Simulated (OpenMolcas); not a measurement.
**NBe⁻: relativistic diatomic calculation (part 2 of 2)**

Continued. System: NBe⁻. Method: SA-CASSCF(8,8)/XMS-CASPT2 + RASSI spin-orbit (X2C scalar, AMFI), ANO-RCC-VTZP (OpenMolcas).

**The program's output (extracts), continued**
```
++ Dipole transition strengths (spin-free states):
     for osc. strength at least  1.00000000E-05
      From   To        Osc. strength     Einstein coefficients Ax, Ay, Az (sec-1)    Total A (sec-1)
         7   12       2.42305371E-03  1.50644219E+02  1.97666187E+04  0.00000000E+00  1.99172629E+04
         7   13       2.42305463E-03  1.97666274E+04  1.50644427E+02  0.00000000E+00  1.99172718E+04
         7    8       6.70758755E-02  0.00000000E+00  0.00000000E+00  1.66377434E+07  1.66377434E+07
         7   11       2.15753351E-02  0.00000000E+00  0.00000000E+00  1.23425694E+07  1.23425694E+07
         1   14       2.26032982E-05  6.60820142E-05  4.07914651E+02  0.00000000E+00  4.07914717E+02
         1   15       3.71513185E-03  2.03802146E+05  4.08509241E-02  0.00000000E+00  2.03802186E+05
         1    4       1.77883867E-02  0.00000000E+00  0.00000000E+00  3.93523648E+06  3.93523648E+06
         1   16       5.29551198E-02  5.52626889E+00  2.72681662E+07  0.00000000E+00  2.72681717E+07
         1    6       2.10949243E-03  0.00000000E+00  0.00000000E+00  1.27173851E+06  1.27173851E+06
         1   17       1.30541496E-02  1.41656077E+06  6.50666351E+06  0.00000000E+00  7.92322428E+06
         1   18       1.30792935E-02  6.54485229E+06  1.42477417E+06  0.00000000E+00  7.96962646E+06
         2   14       2.26035011E-05  4.07918287E+02  6.92636664E-05  0.00000000E+00  4.07918356E+02
         2   15       3.71513089E-03  4.08761421E-02  2.03802087E+05  0.00000000E+00  2.03802128E+05
         2    3       1.77883836E-02  0.00000000E+00  0.00000000E+00  3.93523569E+06  3.93523569E+06
         2   16       5.29547736E-02  2.72679878E+07  5.35961664E+00  0.00000000E+00  2.72679931E+07
         2    5       2.10949793E-03  0.00000000E+00  0.00000000E+00  1.27174173E+06  1.27174173E+06
         2   17       1.30541201E-02  6.50666623E+06  1.41654009E+06  0.00000000E+00  7.92320632E+06
         2   18       1.30795852E-02  1.42495224E+06  6.54485187E+06  0.00000000E+00  7.96980411E+06
        12    8       2.16969417E-02  2.72334725E+04  3.57348889E+06  0.00000000E+00  3.60072236E+06
        12    9       1.05626040E-02  1.83323208E+06  6.32820039E+05  0.00000000E+00  2.46605212E+06
        12   10       1.05676351E-02  6.33710492E+05  1.83582447E+06  0.00000000E+00  2.46953496E+06
        12   11       3.98048661E-02  1.33415522E+05  1.75057556E+07  0.00000000E+00  1.76391711E+07
        13    8       2.16970786E-02  3.57351018E+06  2.72348537E+04  0.00000000E+00  3.60074504E+06
        13    9       1.05626167E-02  6.32822940E+05  1.83323212E+06  0.00000000E+00  2.46605506E+06
        13   10       1.05674662E-02  1.83578687E+06  6.33708586E+05  0.00000000E+00  2.46949546E+06
        13   11       3.98047491E-02  1.75057071E+07  1.33411984E+05  0.00000000E+00  1.76391191E+07
        14    3       2.96854599E-03  3.35152206E+05  8.92278210E-02  0.00000000E+00  3.35152295E+05
        14    4       2.96854577E-03  8.92652438E-02  3.35152187E+05  0.00000000E+00  3.35152276E+05
        14   16       1.14682454E-03  0.00000000E+00  0.00000000E+00  3.90124950E+05  3.90124950E+05
        14    5       4.87497397E-04  2.00994968E+05  2.90162046E-02  0.00000000E+00  2.00994998E+05
        14    6       4.87498902E-04  2.94434243E-02  2.00995604E+05  0.00000000E+00  2.00995633E+05
        15    3       3.81183462E-04  5.79600543E-03  2.12536495E+04  0.00000000E+00  2.12536553E+04
        15    4       3.81183188E-04  2.12536347E+04  5.79876662E-03  0.00000000E+00  2.12536405E+04
        15    5       1.39204551E-03  5.77005999E-02  4.09275700E+05  0.00000000E+00  4.09275758E+05
        15    6       1.39204469E-03  4.09275496E+05  5.76527993E-02  0.00000000E+00  4.09275553E+05
         8   11       2.58819314E-02  0.00000000E+00  0.00000000E+00  1.72697833E+06  1.72697833E+06
         3   16       2.83908300E-05  1.73546993E+03  4.94093431E-04  0.00000000E+00  1.73547042E+03
         3    5       5.34706256E-04  0.00000000E+00  0.00000000E+00  5.00998101E+04  5.00998101E+04
         3   17       4.56954806E-04  3.57640485E+04  7.78874574E+03  0.00000000E+00  4.35527943E+04
         3   18       4.59222320E-04  7.90519121E+03  3.62976465E+04  0.00000000E+00  4.42028377E+04
         4   16       2.83898468E-05  4.30623190E-04  1.73540985E+03  0.00000000E+00  1.73541028E+03
         4    6       5.34706084E-04  0.00000000E+00  0.00000000E+00  5.00998013E+04  5.00998013E+04
         4   17       4.56956961E-04  7.78895610E+03  3.57640428E+04  0.00000000E+00  4.35529989E+04
         4   18       4.59219664E-04  3.62976413E+04  7.90494005E+03  0.00000000E+00  4.42025814E+04
        19   21       2.28523321E-04  2.96596542E+02  8.00679591E+03  0.00000000E+00  8.30339245E+03
        20   21       5.22459590E-05  1.55777436E+01  1.88277856E+03  0.00000000E+00  1.89835631E+03
        16    5       3.05274898E-03  1.05753365E+04  1.49873882E-03  0.00000000E+00  1.05753380E+04
        16    6       3.05273416E-03  1.45550782E-03  1.05752941E+04  0.00000000E+00  1.05752956E+04
         5   17       2.11669897E-05  1.19946920E-01  2.61032454E-02  0.00000000E+00  1.46050166E-01
         5   18       3.34674776E-05  1.03177969E-01  4.74143612E-01  0.00000000E+00  5.77321581E-01
         6   17       2.11668231E-05  2.61027960E-02  1.19943469E-01  0.00000000E+00  1.46046265E-01
         6   18       3.34681165E-05  4.74135296E-01  1.03190428E-01  0.00000000E+00  5.77325724E-01
 Electric-quadrupole - electric-quadrupole not included
 Electric-dipole - electric-octupole not included
 Electric-dipole - magnetic-quadrupole not included
   Eigenvalues of complex Hamiltonian:
  (Shifted by EMIN (a.u.) =        -69.2574887316)
 SO State       Relative EMIN(au)   Rel lowest level(eV)    D:o, cm**(-1)      Omega
     1            -0.0000032133        0.0000000000              0.0000         0.0
     2             0.0053389312        0.1453671576           1172.4652         2.0
     3             0.0053389365        0.1453673025           1172.4664         2.0
     4             0.0054330807        0.1479290957           1193.1286         1.0
     5             0.0054331113        0.1479299280           1193.1353         1.0
     6             0.0055284596        0.1505244862           1214.0619         0.0
     7             0.0055321870        0.1506259149           1214.8799         0.0
     8             0.0159947281        0.4353261612           3511.1423         1.0
     9             0.0159947286        0.4353261759           3511.1424         1.0
    10             0.0291346404        0.7928813905           6395.0197         0.0
    11             0.0291347506        0.7928843908           6395.0439         1.0
    12             0.0291347506        0.7928843908           6395.0439         1.0
    13             0.0467531079        1.2723043160          10261.8264         0.0
    14             0.0467541391        1.2723323750          10262.0527         1.0
    15             0.0467541391        1.2723323749          10262.0527         1.0
    16             0.0878549377        2.3907420817          19282.6353         0.0
    17             0.0882948630        2.4027130580          19379.1877         2.0
    18             0.0882948713        2.4027132856          19379.1896         2.0
    19             0.0884122580        2.4059075393          19404.9530         1.0
    20             0.0884122798        2.4059081337          19404.9578         1.0
    21             0.0885270753        2.4090318773          19430.1525         0.0
    22             0.0885364002        2.4092856193          19432.1990         0.0
    23             0.1012400843        2.7549704754          22220.3354         2.0
    24             0.1012799440        2.7560551132          22229.0836         2.0
    25             0.1131402733        3.0787911158          24832.1250         1.0
    26             0.1131402736        3.0787911218          24832.1251         1.0
    27             0.1131527887        3.0791316761          24834.8718         0.0
    28             0.1131528469        3.0791332602          24834.8846         0.0
    29             0.1131652403        3.0794705004          24837.6046         1.0
    30             0.1131655257        3.0794782679          24837.6673         1.0
    31             0.1131779008        3.0798150123          24840.3833         2.0
    32             0.1131780326        3.0798185986          24840.4122         2.0
    33             0.1131905661        3.0801596517          24843.1630         3.0
    34             0.1131905666        3.0801596652          24843.1631         3.0
    35             0.1320297761        3.5928006721          28977.8917         0.0
    36             0.1320299420        3.5928051854          28977.9281         1.0
    37             0.1320299420        3.5928051852          28977.9281         1.0
    38             0.1334353164        3.6310473721          29286.3721         0.0
    39             0.1423414747        3.8733962858          31241.0479         0.0
    40             0.1423424265        3.8734221843          31241.2568         0.0
    41             0.1424096323        3.8752509468          31256.0068         1.0
    42             0.1424101162        3.8752641166          31256.1130         1.0
    43             0.1424783564        3.8771210247          31271.0900         2.0
    44             0.1424800278        3.8771665062          31271.4568         2.0
    45             0.1428678602        3.8877199647          31356.5762         2.5
    46             0.1428679190        3.8877215646          31356.5891         2.5
    47             0.1428810024        3.8880775806          31359.4606         2.0
    48             0.1431486056        3.8953594344          31418.1927         2.0
    49             0.1431578366        3.8956106233          31420.2186         1.9
    50             0.1431579024        3.8956124146          31420.2331         1.9
    51             0.1467954648        3.9945955300          32218.5858         0.1
    52             0.1467957239        3.9946025800          32218.6426         1.0
    53             0.1467957920        3.9946044329          32218.6576         1.0
    54             0.1467966337        3.9946273375          32218.8423         2.0
    55             0.1467966350        3.9946273734          32218.8426         2.0
 Weights of the five most important spin-orbit-free states for each spin-orbit state.
 SO State  Total energy (au)           Spin-free states, spin, and weights
    1        -0.000003       7 0.0  0.9994    2 1.0  0.0003    1 1.0  0.0003   15 1.0  0.0000    3 1.0  0.0000
    2         0.005339       2 1.0  0.5001    1 1.0  0.4999    9 0.0  0.0000   10 0.0  0.0000   20 2.0  0.0000
    3         0.005339       2 1.0  0.5001    1 1.0  0.4999   10 0.0  0.0000    9 0.0  0.0000   20 2.0  0.0000
    4         0.005433       2 1.0  0.9800    1 1.0  0.0200   12 0.0  0.0001   14 1.0  0.0000   13 0.0  0.0000
    5         0.005433       1 1.0  0.9800    2 1.0  0.0200   13 0.0  0.0001   14 1.0  0.0000   12 0.0  0.0000
    6         0.005528       1 1.0  0.5001    2 1.0  0.4999   14 1.0  0.0000   20 2.0  0.0000   19 2.0  0.0000
    7         0.005532       1 1.0  0.4998    2 1.0  0.4996    7 0.0  0.0006   15 1.0  0.0000    8 0.0  0.0000
    8         0.015995      12 0.0  0.9999    2 1.0  0.0001   14 1.0  0.0000   15 1.0  0.0000    1 1.0  0.0000
    9         0.015995      13 0.0  0.9999    1 1.0  0.0001   14 1.0  0.0000   15 1.0  0.0000    2 1.0  0.0000
   10         0.029135      14 1.0  1.0000    1 1.0  0.0000    2 1.0  0.0000    4 1.0  0.0000    3 1.0  0.0000
   11         0.029135      14 1.0  0.9999   12 0.0  0.0000   13 0.0  0.0000    1 1.0  0.0000    2 1.0  0.0000
   12         0.029135      14 1.0  0.9999   12 0.0  0.0000   13 0.0  0.0000    1 1.0  0.0000    2 1.0  0.0000
   13         0.046753      15 1.0  1.0000    3 1.0  0.0000    4 1.0  0.0000   11 0.0  0.0000    8 0.0  0.0000
   14         0.046754      15 1.0  1.0000    4 1.0  0.0000    1 1.0  0
```

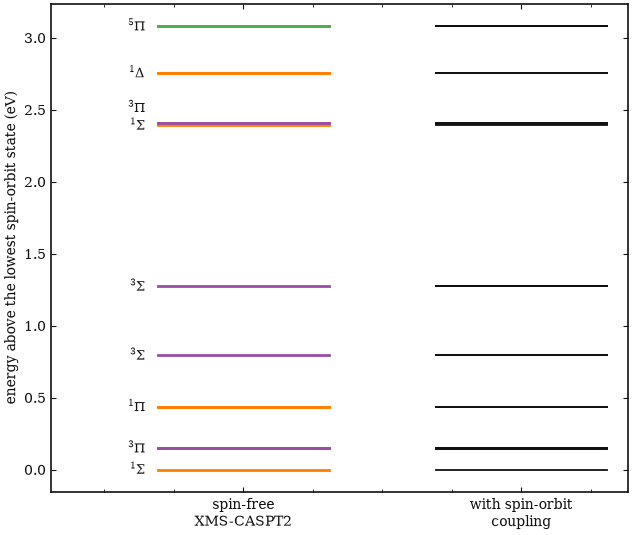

Fig. 1: States up to 3.5 eV at 1.491 Å, without spin-orbit coupling (left, a colour for each spin multiplicity) and with it (right, where close levels merge). The spin-free states run ¹Σ (0.00 eV), ³Π (0.15 eV), ¹Π (0.44 eV), ³Σ (0.79 eV), ³Σ (1.27 eV), ¹Σ (2.39 eV) from the lowest. The lowest spin-orbit levels have |Ω| = 0 (0 cm⁻¹), 2 (1,172 cm⁻¹), 1 (1,193 cm⁻¹), 0 (1,214 cm⁻¹), 1 (3,511 cm⁻¹).

**Key numbers**

- outcome: converged; components of a degenerate state are split by 59 cm⁻¹; whether the anion is bound against detachment isn't tested
- lowest spin-free state: ¹Σ
- lowest spin-orbit level: Ω = 0, −69.25749 hartree
- next level: Ω = 2, 1,172 cm⁻¹
- hardware: 1 thread of Intel Xeon (Granite Rapids), 128 GiB of memory available, shared host
- wall time: 24 s

**Remarks**

Caveats: the two components of ³Δ at 3.90 eV, degenerate in CASSCF as they must be, are split by 59 cm⁻¹ in XMS-CASPT2, an artefact that passes into its spin-orbit levels; 5 of the 55 spin-orbit states have no clean Ω, so their splittings aren't to be trusted; the run doesn't test whether the anion keeps its extra electron; the basis has no added diffuse functions, and states above the detachment threshold, which may include the lowest, are held only by it.
